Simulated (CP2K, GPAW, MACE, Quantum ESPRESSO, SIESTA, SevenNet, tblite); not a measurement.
# Running random packing of 40Si3N4-60SiO2 (mol %) (69 atoms) with CP2K

Aim: run random packing of 40Si3N4-60SiO2 (mol %) (69 atoms) in CP2K and see how near its forces come to a plane-wave reference, and at what cost.

Program: CP2K 2026.2. Level of theory: the method is named at each step. Results are calculated unless marked as measured.

## Step 1: Set-up

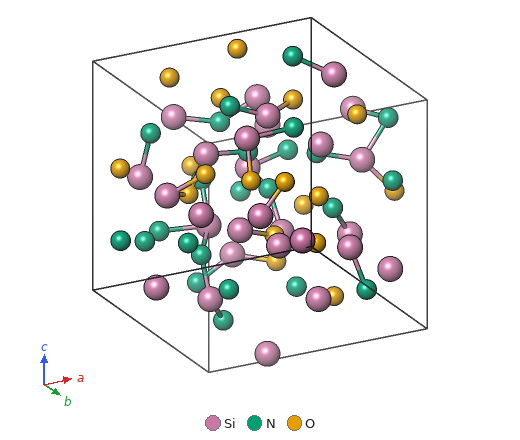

Start, viewed from a free direction; silicon pink, nitrogen teal, oxygen orange. Bonds to atoms that aren't drawn are left out. Some periodic images of atoms are drawn too.

The cell holds 69 atoms: 27 Si, 24 N and 18 O. Cell: a = 9.700 Å, b = 9.700 Å, c = 9.700 Å, α = 90.0°, β = 90.0°, γ = 90.0°. 69 atoms (27 Si, 24 N, 18 O) packed at random in a cube at 2.52 g/cm³ and pushed apart as soft spheres, cations and anions kept from their own kind; a start for melting by ab initio MD, not an equilibrated structure. Then every atom was moved at random, 0.03 Å r.m.s. a Cartesian component.

The yardstick, on the same geometry:

```
method                 : Kohn-Sham DFT, PBE, SSSP efficiency 1.3.0 pseudopotentials, plane waves (Quantum ESPRESSO 7.5); sssp-pbe-1.3.0-efficiency, cutoffs 60/480 Ry, Γ point
r.m.s. force component : 1.567 eV/Å
longest force          : 5.237 eV/Å
pressure               : -19.56 GPa
time                   : 5.1 min on 4 MPI ranks of Intel Xeon Platinum 8375C at 2.90GHz (Ice Lake), shared host
CPU time               : 20 min
```

## Step 2: PBE, DZVP-MOLOPT-SR, 600/50 Ry, diagonalisation

Method: Kohn-Sham DFT, PBE, GTH-PBE pseudopotentials, Gaussian and plane waves, DZVP-MOLOPT-SR-GTH, diagonalisation.

input.inp

```
&GLOBAL
  PROJECT cell
  RUN_TYPE ENERGY_FORCE
  PRINT_LEVEL LOW
&END GLOBAL
&FORCE_EVAL
  METHOD QS
  STRESS_TENSOR ANALYTICAL
  &DFT
    BASIS_SET_FILE_NAME BASIS_MOLOPT
    POTENTIAL_FILE_NAME GTH_POTENTIALS
    &MGRID
      CUTOFF 600
      REL_CUTOFF 50
      NGRIDS 5
    &END MGRID
    &QS
      EPS_DEFAULT 1.0E-12
    &END QS
    &SCF
      SCF_GUESS ATOMIC
      EPS_SCF 5.0E-06
      MAX_SCF 200
      ADDED_MOS 14
      &DIAGONALIZATION
        ALGORITHM STANDARD
      &END DIAGONALIZATION
      &SMEAR ON
        METHOD FERMI_DIRAC
        ELECTRONIC_TEMPERATURE [K] 580
      &END SMEAR
      &MIXING
        METHOD BROYDEN_MIXING
        ALPHA 0.3
        NBROYDEN 12
      &END MIXING
      &PRINT
        &RESTART OFF
        &END RESTART
      &END PRINT
    &END SCF
    &XC
      &XC_FUNCTIONAL PBE
      &END XC_FUNCTIONAL
    &END XC
    &PRINT
      &MULLIKEN ON
      &END MULLIKEN
      &HIRSHFELD ON
        SHAPE_FUNCTION DENSITY
      &END HIRSHFELD
      &MO ON
        EIGENVALUES T
        OCCUPATION_NUMBERS T
        MO_INDEX_RANGE 157 180
        &EACH
          QS_SCF 0
        &END EACH
        ADD_LAST NUMERIC
      &END MO
    &END PRINT
  &END DFT
  &SUBSYS
    &CELL
      A 9.70030 0.00000 0.00000
      B 0.00000 9.70030 0.00000
      C 0.00000 0.00000 9.70030
    &END CELL
    &COORD
      SCALED
      Si 0.24574 0.17845 0.43013
      Si 0.72830 0.84559 0.40938
      Si 0.23315 0.57358 0.12237
      Si 0.95740 0.76272 0.18419
      Si 0.16581 0.89242 0.44475
      Si 0.66382 0.07950 0.56406
      Si 0.06372 0.28737 0.58526
      Si 0.46589 0.75083 0.43624
      Si 0.47020 0.04825 0.25615
      Si 0.45569 0.41210 0.32297
      Si 0.15850 0.24910 0.07050
      Si 0.44976 0.57190 0.96288
      Si 0.21044 0.60189 0.45921
      Si 0.73117 0.56992 0.02657
      Si 0.95186 0.01556 0.04076
      Si 0.78472 0.84550 0.72380
      Si 0.74969 0.55430 0.69261
      Si 0.67363 0.33670 0.18712
      Si 0.63735 0.30784 0.75138
      Si 0.30748 0.92760 0.99684
      Si 0.71369 0.89962 0.97990
      Si 0.73600 0.05904 0.20467
      Si 0.35195 0.31360 0.63912
      Si 0.97207 0.24956 0.84657
      Si 0.12576 0.46058 0.89790
      Si 0.92858 0.46990 0.17896
      Si 0.31658 0.73958 0.74124
      N 0.47381 0.86491 0.23602
      N 0.27893 0.57064 0.88687
      N 0.55042 0.14347 0.75039
      N 0.03750 0.50207 0.43133
      N 0.98456 0.73247 0.55420
      N 0.15090 0.21357 0.73315
      N 0.23630 0.48993 0.28524
      N 0.39388 0.43154 0.08330
      N 0.17315 0.94768 0.74016
      N 0.89374 0.86497 0.89388
      N 0.03284 0.83888 0.32830
      N 0.85352 0.11660 0.90109
      N 0.19226 0.76418 0.10601
      N 0.94726 0.57799 0.02983
      N 0.32228 0.21588 0.22203
      N 0.80188 0.22103 0.63734
      N 0.11535 0.02231 0.20196
      N 0.74841 0.66138 0.45461
      N 0.43931 0.68952 0.60839
      N 0.46652 0.45888 0.68195
      N 0.63848 0.73077 0.74019
      N 0.44256 0.84887 0.83409
      N 0.19315 0.57306 0.65217
      N 0.07897 0.29964 0.30602
      O 0.84119 0.36512 0.38083
      O 0.42612 0.16907 0.48606
      O 0.52278 0.58210 0.34921
      O 0.64970 0.14093 0.40459
      O 0.86928 0.96549 0.61519
[... 9 atom lines left out ...]
      O 0.06258 0.73256 0.79440
      O 0.69407 0.77381 0.11953
      O 0.85381 0.04838 0.32754
      O 0.28129 0.13139 0.92204
    &END COORD
    &KIND Si
      BASIS_SET DZVP-MOLOPT-SR-GTH-q4
      POTENTIAL GTH-PBE-q4
    &END KIND
    &KIND N
      BASIS_SET DZVP-MOLOPT-SR-GTH-q5
      POTENTIAL GTH-PBE-q5
    &END KIND
    &KIND O
      BASIS_SET DZVP-MOLOPT-SR-GTH-q6
      POTENTIAL GTH-PBE-q6
    &END KIND
  &END SUBSYS
  &PRINT
    &FORCES ON
    &END FORCES
    &STRESS_TENSOR ON
    &END STRESS_TENSOR
  &END PRINT
&END FORCE_EVAL
```

Command:

```console
OMP_NUM_THREADS=1 mpirun -np 4 cp2k.psmp -i input.inp > output.txt
```

Numbers of over 12 decimals in the logs are rounded to 6 here.

Log:

```text
CP2K| version string:                                       CP2K version 2026.2
 CP2K| Input file name                                                 input.inp
 GLOBAL| Basis set file name                                        BASIS_MOLOPT
 GLOBAL| Potential file name                                      GTH_POTENTIALS
 GLOBAL| Run type                                                   ENERGY_FORCE
 GLOBAL| Total number of message passing processes                             4
 GLOBAL| Number of threads for this process                                    1
 TOTAL NUMBERS AND MAXIMUM NUMBERS
  Total number of            - Atomic kinds:                                   3
                             - Atoms:                                         69
                             - Shell sets:                                    69
                             - Shells:                                       345
                             - Primitive Cartesian functions:                318
                             - Cartesian basis functions:                    966
                             - Spherical basis functions:                    897
  Maximum angular momentum of- Orbital basis functions:                        2
                             - Local part of the GTH pseudopotential:          2
                             - Non-local part of the GTH pseudopotential:      2
 SCF PARAMETERS         Density guess:                                    ATOMIC
                        max_scf:                                             200
                        eps_scf:                                        5.00E-06
                        added MOs                                        14    0
                        Mixing method:                            BROYDEN_MIXING
                                                charge density mixing in g-space
                        Smear method:                                FERMI_DIRAC
                        Electronic temperature [K]:                        580.0
                        Electronic temperature [a.u.]:                  1.84E-03
                        Accuracy threshold:                             1.00E-10
 Extrapolation method: initial_guess
 Number of electrons:                                                        336
 Number of occupied orbitals:                                                168
 Number of molecular orbitals:                                               182
 Number of orbital functions:                                                897
 Number of independent orbital functions:                                    897
 SCF WAVEFUNCTION OPTIMIZATION
  Step     Update method      Time    Convergence         Total energy    Change
     1 NoMix/Diag. 0.30E+00    1.6     1.45605653      -631.3513972599 -6.31E+02
 *** the last MO => Add more MOs for proper smearing.                   ***
     2 Broy./Diag. 0.30E+00    2.9     1.52192859      -589.4694357168  4.19E+01
 *** the last MO => Add more MOs for proper smearing.                   ***
     3 Broy./Diag. 0.30E+00    2.9     1.53015733      -646.9949475375 -5.75E+01
 *** the last MO => Add more MOs for proper smearing.                   ***
     4 Broy./Diag. 0.30E+00    3.0     0.92655191      -634.0279619214  1.30E+01
[...]
*** the last MO => Add more MOs for proper smearing.                   ***
    34 Broy./Diag. 0.30E+00    3.0     0.00000774      -630.3688129684  7.82E-06
 *** the last MO => Add more MOs for proper smearing.                   ***
    35 Broy./Diag. 0.30E+00    3.0     0.00000361      -630.3688026302  1.03E-05
  *** SCF run converged in    35 steps ***
  Electronic density on regular grids:       -336.0000000000        0.0000000000
  Core density on regular grids:              335.9999999997       -0.0000000003
  Total charge density on r-space grids:       -0.0000000003
  Total charge density g-space grids:          -0.0000000003
  Overlap energy of the core charge distribution:               1.83073e-08
  Self energy of the core charge distribution:              -1620.852375
  Core Hamiltonian energy:                                    430.991362
  Hartree energy:                                             710.920725
  Exchange-correlation energy:                               -151.415564
  Electronic entropic energy:                                  -0.012950
  Fermi energy:                                                 0.162091
  Total energy:                                              -630.368803
  Total energy (extrapolated to T->0):                       -630.362327
 MO| EIGENVALUES AND OCCUPATION NUMBERS
 MO|
 MO|  Index      Eigenvalue [a.u.]        Eigenvalue [eV]             Occupation
 MO|    157               0.144463               3.931050               1.999864
 MO|    158               0.146849               3.995968               1.999502
 MO|    159               0.147597               4.016324               1.999252
[...]
MO|    179               0.183086               4.982022               0.000022
 MO|    180               0.184983               5.033639               0.000008
 MO| Sum:                                                             336.000000
 MO| E(Fermi):            0.162091 a.u.          4.410708 eV
 !-----------------------------------------------------------------------------!
                     Mulliken Population Analysis
 #  Atom  Element  Kind  Atomic population                           Net charge
       1     Si       1          3.415762                              0.584238
       2     Si       1          3.654186                              0.345814
       3     Si       1          3.659142                              0.340858
[...]
68     O        3          6.273397                             -0.273397
      69     O        3          6.332149                             -0.332149
 # Total charge                            336.000000                 -0.000000
 !-----------------------------------------------------------------------------!
 !-----------------------------------------------------------------------------!
                           Hirshfeld Charges
  #Atom  Element  Kind  Ref Charge     Population                    Net charge
      1       Si     1       4.000          3.649                         0.351
      2       Si     1       4.000          3.754                         0.246
      3       Si     1       4.000          3.742                         0.258
[...]
68       O      3       6.000          6.234                        -0.234
     69       O      3       6.000          6.203                        -0.203
  Total Charge                                                           -0.000
 !-----------------------------------------------------------------------------!
 ENERGY| Total FORCE_EVAL ( QS ) energy [hartree]           -630.368824
 FORCES| Atomic forces [hartree/bohr]
 FORCES|   Atom     x               y               z               |f|
 FORCES|      1  4.34565737E-02 -6.27443265E-02 -6.84234817E-02   1.02504132E-01
 FORCES|      2  1.95656756E-02 -5.02971335E-02  1.72921595E-02   5.66712986E-02
 FORCES|      3  2.55826910E-02  2.10651959E-02 -5.90968766E-03   3.36621593E-02
[...]
FORCES|     68 -1.59361438E-02 -3.35458451E-02 -2.91400593E-02   4.72062226E-02
 FORCES|     69 -1.61463844E-02 -2.99952510E-02  5.65584460E-02   6.60248334E-02
 FORCES| Sum    -3.40017876E-03 -2.17286761E-04  1.76967833E-03
 FORCES| Total atomic force                                       3.83929558E-03
 STRESS| Analytical stress tensor [bar]
 STRESS|                        x                   y                   z
 STRESS|      x       -1.73588245737E+05  -1.51111319237E+04  -4.22640680471E+03
 STRESS|      y       -1.51111319237E+04  -2.22191347362E+05   3.07077362465E+04
 STRESS|      z       -4.22640680471E+03   3.07077362465E+04  -1.69676378984E+05
 STRESS| 1/3 Trace                                            -1.88485324028E+05
```

Wall time 1.9 min (4 MPI ranks of Intel Xeon Platinum 8375C at 2.90GHz (Ice Lake), shared host); peak memory 3.5 GiB.

Banners, paths, timers and routine set-up lines are dropped from the logs unmarked, and long logs keep their key lines alone; longer cuts are marked.

Against the reference:

```
r.m.s. force component                  : 1.561 eV/Å
r.m.s. difference of force components   : 51.71 meV/Å
longest difference of force vectors     : 191.5 meV/Å
force difference over r.m.s. force      : 3.299 %
slope of forces against the reference's : 0.9952
correlation of force components         : 0.9995
pressure                                : -18.85 GPa
pressure difference                     : 0.7082 GPa
```

Length of the force difference by element (eV/Å):

```csv
element,atoms,mean,most
N,24,0.060,0.10
O,18,0.089,0.17
Si,27,0.095,0.19
```

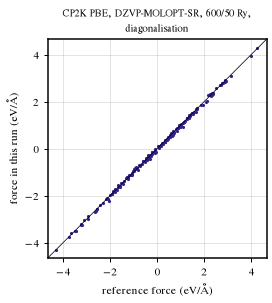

Force components against those of the reference; the line marks equality.

The surroundings of N36, whose charge lies farthest from its element's mean, nearest first, numbered as they follow in the input and with coordinates relative to it.

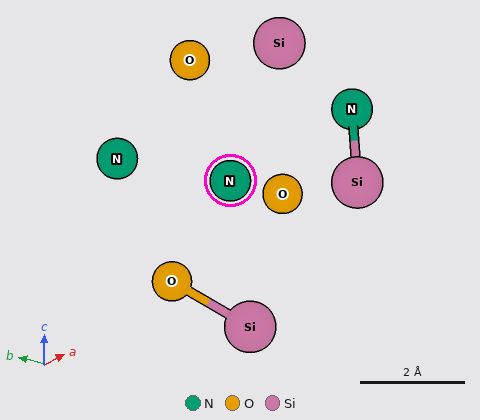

The atoms of the table, within 2.9 Å (arrows a, b, c point along x, y, z); some may hide others; the central atom is ringed.

```csv
atom,x,y,z,distance (Å),Hirshfeld charge (e),Fx,Fy,Fz (eV/Å)
N36,0.00,0.00,0.00,0.00,-0.02,0.42,-3.74,0.37
O59,-0.67,0.90,-2.08,2.36,-0.22,1.13,1.38,-0.80
O66,-1.07,-2.09,0.53,2.40,-0.15,0.87,1.54,-1.10
Si27,1.39,-2.02,0.01,2.45,0.32,-1.65,-0.47,-0.20
N33,-0.22,2.58,-0.07,2.59,-0.24,-1.36,2.29,-1.07
O69,1.05,1.78,1.76,2.72,-0.20,-0.83,-1.54,2.91
Si20,1.30,-0.19,2.49,2.82,0.36,-0.45,0.51,-1.13
Si5,-0.07,-0.54,-2.87,2.92,0.35,-1.26,0.91,-0.16
N49,2.61,-0.96,0.91,2.93,-0.17,-2.88,-0.75,2.03
```

Forces lie 3.3 % from the reference's, at 0.38 times its CPU time.

## Step 3: PBE, SZV-MOLOPT-SR, 600/50 Ry, diagonalisation

Method: Kohn-Sham DFT, PBE, GTH-PBE pseudopotentials, Gaussian and plane waves, SZV-MOLOPT-SR-GTH, diagonalisation.

input.inp, as its differences from that of step 2:

```diff
@@ -69,7 +69,30 @@
     &COORD
-      SCALED
-[... 69 atom lines left out: the same atoms as in the first run ...]
+      Si 2.38375 1.73102 4.17239
+      Si 7.06473 8.20248 3.97111
+      Si 2.26162 5.56390 1.18703
+      Si 9.28707 7.39861 1.78670
+      Si 1.60841 8.65674 4.31421
+      Si 6.43925 0.77117 5.47155
+      Si 0.61810 2.78758 5.67720
+      Si 4.51927 7.28328 4.23166
+      Si 4.56108 0.46804 2.48473
+      Si 4.42033 3.99749 3.13291
+      Si 1.53750 2.41634 0.68387
+      Si 4.36281 5.54760 9.34022
+      Si 2.04133 5.83851 4.45447
+      Si 7.09257 5.52839 0.25774
+      Si 9.23333 0.15094 0.39538
+      Si 7.61202 8.20160 7.02108
+      Si 7.27222 5.37688 6.71852
+      Si 6.53441 3.26609 1.81512
+      Si 6.18249 2.98614 7.28861
+      Si 2.98265 8.99800 9.66965
+[... 45 atom lines left out ...]
+      O 0.60704 7.10605 7.70592
+      O 6.73269 7.50619 1.15948
+      O 8.28221 0.46930 3.17724
+      O 2.72860 1.27452 8.94406
     &END COORD
     &KIND Si
-      BASIS_SET DZVP-MOLOPT-SR-GTH-q4
+      BASIS_SET SZV-MOLOPT-SR-GTH-q4
       POTENTIAL GTH-PBE-q4
@@ -77,3 +100,3 @@
     &KIND N
-      BASIS_SET DZVP-MOLOPT-SR-GTH-q5
+      BASIS_SET SZV-MOLOPT-SR-GTH-q5
       POTENTIAL GTH-PBE-q5
@@ -81,3 +104,3 @@
     &KIND O
-      BASIS_SET DZVP-MOLOPT-SR-GTH-q6
+      BASIS_SET SZV-MOLOPT-SR-GTH-q6
       POTENTIAL GTH-PBE-q6
```

Command:

```console
OMP_NUM_THREADS=2 cp2k.psmp -i input.inp > output.txt
```

Log:

```text
CP2K| version string:                                       CP2K version 2026.2
 CP2K| Input file name                                                 input.inp
 GLOBAL| Basis set file name                                        BASIS_MOLOPT
 GLOBAL| Potential file name                                      GTH_POTENTIALS
 GLOBAL| Run type                                                   ENERGY_FORCE
 GLOBAL| Total number of message passing processes                             1
 GLOBAL| Number of threads for this process                                    2
 TOTAL NUMBERS AND MAXIMUM NUMBERS
  Total number of            - Atomic kinds:                                   3
                             - Atoms:                                         69
[... lines left out ...]
                        Smear method:                                FERMI_DIRAC
[... lines left out ...]
 Number of electrons:                                                        336
[... lines left out ...]
  Step     Update method      Time    Convergence         Total energy    Change
[... lines left out ...]
  *** SCF run converged in    43 steps ***
[... lines left out ...]
  Fermi energy:                                                 0.214401
  Total energy:                                              -626.719000
  Total energy (extrapolated to T->0):                       -626.712730
[... lines left out ...]
 MO| E(Fermi):            0.214401 a.u.          5.834149 eV
[... lines left out ...]
 !-----------------------------------------------------------------------------!
 !-----------------------------------------------------------------------------!
                           Hirshfeld Charges
  #Atom  Element  Kind  Ref Charge     Population                    Net charge
      1       Si     1       4.000          3.572                         0.428
      2       Si     1       4.000          3.810                         0.190
      3       Si     1       4.000          3.719                         0.281
[...]
68       O      3       6.000          6.241                        -0.241
     69       O      3       6.000          6.206                        -0.206
  Total Charge                                                           -0.000
 !-----------------------------------------------------------------------------!
 ENERGY| Total FORCE_EVAL ( QS ) energy [hartree]           -626.718990
 FORCES| Atomic forces [hartree/bohr]
 FORCES|   Atom     x               y               z               |f|
 FORCES|      1  2.92489857E-03 -8.00747779E-02 -1.12647790E-01   1.38239103E-01
 FORCES|      2  1.20039094E-02 -4.02721372E-02  6.33541708E-03   4.24979574E-02
 FORCES|      3  1.49749924E-02  3.12961503E-02 -7.13206036E-03   3.54198490E-02
[...]
FORCES|     68  4.64086409E-02 -2.51682484E-02  2.71336074E-02   5.93585320E-02
 FORCES|     69 -9.08147034E-03 -1.50793115E-02  3.52642329E-02   3.94135111E-02
 FORCES| Sum    -3.93079309E-03 -2.02713796E-03  1.72957239E-03
 FORCES| Total atomic force                                       4.74887811E-03
 STRESS| Analytical stress tensor [bar]
 STRESS|                        x                   y                   z
 STRESS|      x        3.93565356683E+04   7.81127821516E+03   7.14124885537E+03
 STRESS|      y        7.81127821516E+03   1.40625796420E+04   2.47364222408E+04
 STRESS|      z        7.14124885537E+03   2.47364222408E+04   4.68744527488E+04
 STRESS| 1/3 Trace                                             3.34311893530E+04
```

Elapsed: 3.1 min, on 2 threads; peak memory 2.5 GiB; 5.2 min of CPU time.

Compared with the plane-wave run:

```
r.m.s. force component                  : 1.534 eV/Å
r.m.s. difference of force components   : 1223 meV/Å
longest difference of force vectors     : 4349 meV/Å
force difference over r.m.s. force      : 78.06 %
slope of forces against the reference's : 0.6744
correlation of force components         : 0.689
pressure                                : 3.343 GPa
pressure difference                     : 22.9 GPa
```

This is a coarse setting, run to see what it loses.

Against the first run (3.3 %), the force difference from the reference is 78 %, at 0.67 times the CPU time (on 2 against 4 cores), with 276 basis functions against 897: the smaller basis costs accuracy.

(Continued in part 2 of 2.)

[Also dropped from logs without a mark: logging warnings of Python, and SIESTA's first energy breakdown and zero terms.]

[Logs are printed without paths, hosts, clocks, repeated set-up lines and the standing remarks that a program may print on its own settings, such as how far it seeks lower states.]

[Hosts, paths, dates, database ids (printed as entryN), source tags and the programs' standing remarks are cut or masked in the printed files.]
